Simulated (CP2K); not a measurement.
# C2H6BN (SMILES B/C=C/N): PM6

Aim: the vertical singlet–triplet gap of C2H6BN at PM6, from 2 runs. 

Program for the calculation: CP2K 2026.2.

2 further runs of the same task are left out: 2 set aside as unsound or not needed.

## (1) The structure to begin with

C2H6BN: 10 atoms, total charge 0, spin state singlet. As SMILES, `B/C=C/N`. Geometry: relaxed at GFN2-xTB. This is one conformer, not always the lowest.

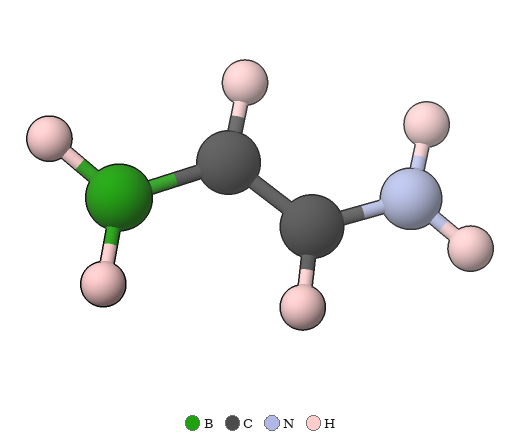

The structure, seen from a chosen angle (boron green, carbon dark grey, nitrogen light blue, hydrogen pink).

## (2) Energy and gradient at PM6

molecule.inp reads:

```
&FORCE_EVAL
    METHOD Quickstep
    &DFT
        # Quickstep
        &QS
            METHOD PM6
            EPS_DEFAULT 1.0E-10
            &SE
                &COULOMB
                    CUTOFF [angstrom] 50
                    RC_RANGE [angstrom] 0
                &END COULOMB
                &EXCHANGE
                    CUTOFF [angstrom] 50
                    RC_RANGE [angstrom] 0
                &END EXCHANGE
            &END SE
        &END QS
        &POISSON
            PERIODIC NONE
            POISSON_SOLVER ANALYTIC
        &END POISSON
        &SCF
            SCF_GUESS ATOMIC
            EPS_SCF 1.0E-06
            MAX_SCF 80
            ADDED_MOS 2
            &DIAGONALIZATION
                ALGORITHM STANDARD
            &END DIAGONALIZATION
            &MIXING
                METHOD DIRECT_P_MIXING
                ALPHA 0.4
            &END MIXING
        &END SCF
        # extra output
        &PRINT
            &MOMENTS
                PERIODIC F
                REFERENCE COM
                MAX_MOMENT 1
            &END MOMENTS
            &MO ON
                ENERGIES T
                OCCUPATION_NUMBERS T
                NDIGITS 6
                &EACH
                    QS_SCF 0
                &END EACH
                ADD_LAST NUMERIC
            &END MO
            &HIRSHFELD OFF
            &END HIRSHFELD
        &END PRINT
    &END DFT
    &SUBSYS
        &CELL
            ABC 12.7 11.6 10.1
            PERIODIC NONE
        &END CELL
        &COORD
            B     -1.621570     0.919500    -0.460410
            C     -0.160820     0.541910    -0.348600
            C      0.276170    -0.542690     0.329370
            N      1.571160    -0.923260     0.444520
            H     -1.947470     1.873030    -1.059940
            H     -2.439250     0.255140     0.056790
            H      0.614130     1.142220    -0.818560
            H     -0.426870    -1.195800     0.829430
            H      2.290280    -0.355540     0.031220
            H      1.844240    -1.714510     0.996190
        &END COORD
        &TOPOLOGY
            &CENTER_COORDINATES
            &END CENTER_COORDINATES
        &END TOPOLOGY
    &END SUBSYS
    &PRINT
        &FORCES ON
        &END FORCES
    &END PRINT
&END FORCE_EVAL

&GLOBAL
    PROJECT_NAME molecule
    RUN_TYPE ENERGY_FORCE
    PRINT_LEVEL MEDIUM
&END GLOBAL
```

Run with:

```bash
$ OMP_NUM_THREADS=1 cp2k.psmp -i molecule.inp -o molecule.out
```

What it wrote:

```text
CP2K| version string:                                       CP2K version 2026.2
[...]
 GLOBAL| Method name                                                        CP2K
[...]
 GLOBAL| Run type                                                   ENERGY_FORCE
[...]
                             - Atoms:                                         10
[...]
                             - Spherical basis functions:                     22
[...]
 Number of electrons:                                                         22
[...]
     1 P_Mix/Diag. 0.40E+00    0.0     0.63313053       -14.1372465467 -1.41E+01
[...]
    17 DIIS/Diag.  0.17E-06    0.0     0.00000035       -20.5891945515 -6.03E-12
  *** SCF run converged in    17 steps ***
  Core-core repulsion energy [eV]:                           1294.54981053880329
  Core Hamiltonian energy [eV]:                              -880.91490101571992
  Two-electron integral energy [eV]:                        -1947.79077152198806
  Electronic energy [eV]:                                   -1854.81028677671384
  Total energy [eV]:                                         -560.26047623791055
  Atomic reference energy [eV]:                               561.53480902298270
  Heat of formation [kcal/mol]:                                29.38681447222419
[...]
 SE_DIPOLE| Moment [Debye]         -2.95211048       2.22602039      -1.39447600
 SE_DIPOLE| Derivative [a.u.]       0.00000000       0.00000000       0.00000000
 ENERGY| Total FORCE_EVAL ( QS ) energy [hartree]            -20.589194551490245
 FORCES| Atomic forces [hartree/bohr]
 FORCES|   Atom     x               y               z               |f|
 FORCES|      1  5.12371323E-03 -3.54530279E-03  1.71758199E-03   6.46310274E-03
 FORCES|      2  1.19749119E-02  8.69007893E-03 -6.67468712E-03   1.62316800E-02
 FORCES|      3 -3.43561677E-02  6.57294872E-04  3.17298130E-03   3.45086381E-02
 FORCES|      4  3.01010184E-02 -4.46452280E-03 -3.56023857E-04   3.04323844E-02
 FORCES|      5  5.83405970E-04  5.18458826E-03 -3.46398352E-03   6.26254739E-03
 FORCES|      6 -3.34172263E-03 -4.25761217E-03  3.14795722E-03   6.26131026E-03
 FORCES|      7 -6.88629177E-03  7.40254441E-03 -4.32671184E-03   1.09972321E-02
 FORCES|      8 -9.78263301E-03 -7.82446876E-03  6.06313889E-03   1.39170354E-02
 FORCES|      9  4.53633603E-03 -2.89521376E-03  1.50775185E-03   5.58873178E-03
 FORCES|     10  2.04742957E-03  1.05261381E-03 -7.88004915E-04   2.43329312E-03
 FORCES| Sum     4.44089210E-16 -4.57966998E-16 -2.22044605E-16
 FORCES| Total atomic force                                       6.75464880E-16
[...]
```

Run time: 0.28 s. Hardware: 1 thread of Arm Neoverse V1, shared host.

## (3) The triplet, same level

gas.inp reads:

```
&global
 project_name gas
 run_type ENERGY_FORCE
 print_level MEDIUM
&end global

&force_eval
 method Quickstep
 &dft
  charge 0
  multiplicity 3
  uks T
  &qs
   method PM6
   eps_default 1.0E-10
   &se
    &coulomb
     cutoff [angstrom] 50
     rc_range [angstrom] 0
    &end coulomb
    &exchange
     cutoff [angstrom] 50
     rc_range [angstrom] 0
    &end exchange
   &end se
  &end qs
  &poisson
   periodic NONE
   poisson_solver ANALYTIC
  &end poisson
  &scf
   scf_guess ATOMIC
   eps_scf 1.0E-06
   max_scf 150
   added_mos 2
   &diagonalization
    algorithm STANDARD
   &end diagonalization
   &mixing
    method DIRECT_P_MIXING
    alpha 0.4
   &end mixing
  &end scf
  &print
   &moments
    periodic F
    reference COM
    max_moment 1
   &end moments
   &mo ON
    energies T
    occupation_numbers T
    ndigits 6
    &each
     qs_scf 0
    &end each
    add_last NUMERIC
   &end mo
   &hirshfeld OFF
   &end hirshfeld
  &end print
 &end dft
 &subsys
  &cell
   abc [angstrom] 12.7 11.6 10.1
   periodic NONE
  &end cell
  &coord
   B     -1.621570     0.919500    -0.460410
   C     -0.160820     0.541910    -0.348600
   C      0.276170    -0.542690     0.329370
   N      1.571160    -0.923260     0.444520
   H     -1.947470     1.873030    -1.059940
   H     -2.439250     0.255140     0.056790
   H      0.614130     1.142220    -0.818560
   H     -0.426870    -1.195800     0.829430
   H      2.290280    -0.355540     0.031220
   H      1.844240    -1.714510     0.996190
  &end coord
  &topology
   &center_coordinates
   &end center_coordinates
  &end topology
 &end subsys
 &print
  &forces ON
  &end forces
 &end print
&end force_eval
```

Run with:

```bash
$ OMP_NUM_THREADS=1 cp2k.psmp -i gas.inp > gas.out 2>&1
```

What it wrote:

```text
CP2K| version string:                                       CP2K version 2026.2
[...]
 GLOBAL| Method name                                                        CP2K
[...]
 GLOBAL| Run type                                                   ENERGY_FORCE
[...]
                             - Atoms:                                         10
[...]
                             - Spherical basis functions:                     22
[...]
 Number of electrons:                                                         12
[...]
     1 P_Mix/Diag. 0.40E+00    0.0     0.32074273       -14.1372465467 -1.41E+01
[...]
    23 DIIS/Diag.  0.11E-06    0.0     0.00000090       -20.5241872665 -1.34E-11
  *** SCF run converged in    23 steps ***
  Core-core repulsion energy [eV]:                           1294.54981053880329
  Core Hamiltonian energy [eV]:                              -873.46150437312929
  Two-electron integral energy [eV]:                        -1959.15968843400174
  Electronic energy [eV]:                                   -1853.04134859013016
  Total energy [eV]:                                         -558.49153805132676
  Atomic reference energy [eV]:                               561.53480902298270
  Heat of formation [kcal/mol]:                                70.17950136760895
[...]
 SE_DIPOLE| Moment [Debye]         -3.79810577       1.48073778      -0.78583378
 SE_DIPOLE| Derivative [a.u.]       0.00000000       0.00000000       0.00000000
 ENERGY| Total FORCE_EVAL ( QS ) energy [hartree]            -20.524187266453957
 FORCES| Atomic forces [hartree/bohr]
 FORCES|   Atom     x               y               z               |f|
 FORCES|      1 -7.18065208E-03  1.39338357E-03 -8.95820751E-06   7.31459926E-03
 FORCES|      2 -9.68660911E-03  7.45589607E-02 -4.85318999E-02   8.94886268E-02
 FORCES|      3  8.30666067E-03 -8.30171807E-02  5.44409027E-02   9.96226118E-02
 FORCES|      4  2.12543077E-02  3.43978870E-03 -4.46624284E-03   2.19892034E-02
 FORCES|      5  4.03270184E-04  5.58834904E-03 -3.80847016E-03   6.77471156E-03
 FORCES|      6 -3.51239611E-03 -4.14756100E-03  3.04236191E-03   6.22857565E-03
 FORCES|      7 -3.37170383E-03  7.93819553E-03 -5.10686004E-03   1.00231409E-02
 FORCES|      8 -8.28297023E-03 -4.28757984E-03  3.58935619E-03   9.99371875E-03
 FORCES|      9  2.56862313E-03 -3.56732336E-03  2.20031243E-03   4.91579043E-03
 FORCES|     10 -4.98530348E-04  2.10096733E-03 -1.35050207E-03   2.54685140E-03
 FORCES| Sum    -5.55111512E-17  6.93889390E-18  3.74700271E-16
 FORCES| Total atomic force                                       3.78853440E-16
[...]
```

Wall time 0.3 s (1 thread of Arm Neoverse V1, shared host).

## (4) What came out

Level: PM6.

| quantity | value |
| --- | --- |
| singlet: total energy | -20.58919 Eh |
| singlet: dipole moment | 3.95 D |
| singlet: HOMO energy | -8.82 eV |
| singlet: LUMO energy | 0.10 eV |
| singlet: HOMO–LUMO gap | 8.92 eV |
| singlet: heat of formation at this unrelaxed shape | 29.4 kcal/mol |
| singlet: largest force on an atom | 1.775 eV/Å |
| triplet: total energy | -20.52419 Eh |
| triplet: dipole moment | 4.15 D |
| triplet: HOMO energy (highest over α and β) | -7.02 eV |
| triplet: LUMO energy (lowest over α and β) | -1.41 eV |
| triplet: heat of formation at this unrelaxed shape | 70.2 kcal/mol |
| triplet: largest force on an atom | 5.123 eV/Å |
| vertical energy of the triplet above the singlet | 1.769 eV |

At this shape the triplet lies 1.77 eV (41 kcal/mol) above the singlet. The largest force (singlet) is 1.77 eV/Å: the shape isn't a stationary point for this species at this level.
